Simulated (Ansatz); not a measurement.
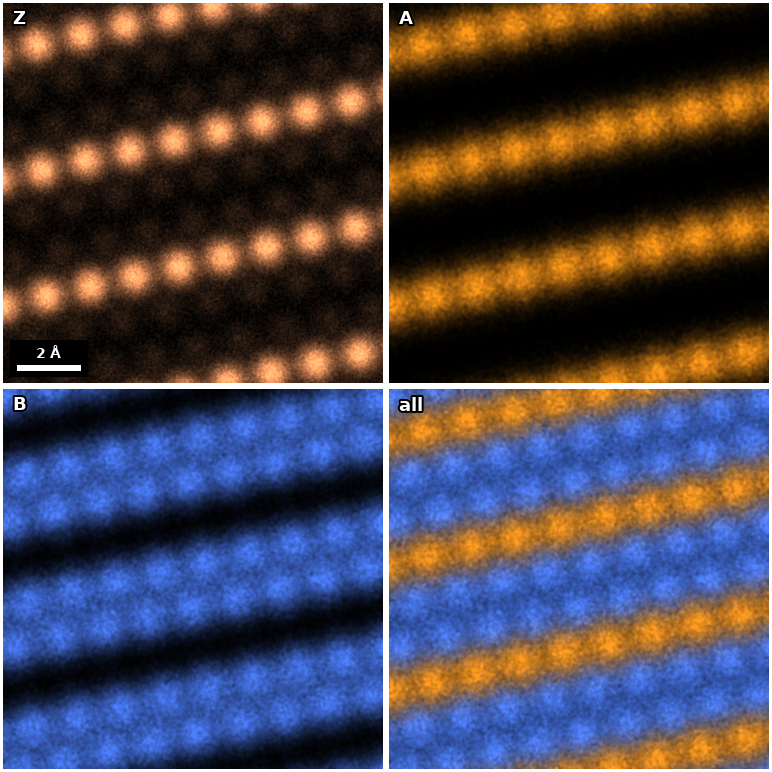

Si2Mo (I4/mmm, No. 139) along [210]. Panel Z: The image is simulated as a sum over atoms of Z^1.8, blurred by a 0.93 Å probe (no channelling). The probe carries 15 % of its weight in a tail 2.5 times as wide. Shot noise was added. The other panels are simulated element maps (the number of atoms of one element along the beam, blurred by 1.2 Å, with counting noise; each on its own scale, no channelling); the last overlays them. Atomic positions: the geometry relaxed with DFT PBEsol, scalar-relativistic, plane waves, PAW (Ansatz).

```
Si Mo
1.0
     3.19024    0.00000    0.00000
     0.00000    3.19024    0.00000
     0.00000    0.00000    7.82098
Si Mo
4 2
Cartesian
  0.0000 0.0000 2.6207
  1.5951 1.5951 1.2898
  1.5951 1.5951 6.5312
  0.0000 0.0000 5.2002
  0.0000 0.0000 0.0000
  1.5951 1.5951 3.9105
```

**Which element does each lettered map show?**

A: Mo, B: Si. The projected cell (1.43 × 3.98 Å, 100°) holds 3 columns: 2 of Si and 1 of Mo. No column is shared by two of the mapped elements.
